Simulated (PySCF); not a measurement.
C₃H₉FSi, SMILES C[Si](C)(C)F, PBE0/def2-SVP optimised geometry. Atoms within 1.6 Å of the plane z = 0.0 Å (x, y, z in Å): C1 (1.63, -0.64, 0.00), Si2 (-0.23, -0.64, 0.00), C3 (-0.93, -1.67, -1.39), C4 (-0.93, 1.09, 0.00), F5 (-0.71, -1.35, 1.40), H6 (2.03, -0.17, -0.91), H7 (2.03, -0.09, 0.86), H8 (2.03, -1.67, 0.05), H9 (-2.03, -1.71, -1.34), H11 (-0.55, -2.71, -1.35), H12 (-0.66, 1.63, -0.92), H13 (-0.55, 1.67, 0.85), H14 (-2.03, 1.07, 0.07).

Computed with PBE0/def2-TZVP (PySCF). Cells within 0.4 Å of a nucleus heavier than hydrogen are left out (blank, or x).

Map of the electrostatic potential (hartree/e), clipped to [-0.08, 0.12] on the plane z = 0.0 Å:

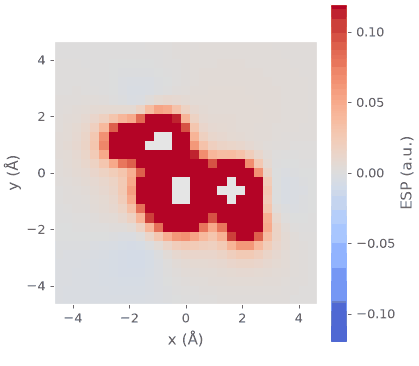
Electrostatic potential (hartree/e), clipped to [-0.08, 0.12] on the plane z = 0.0 Å.
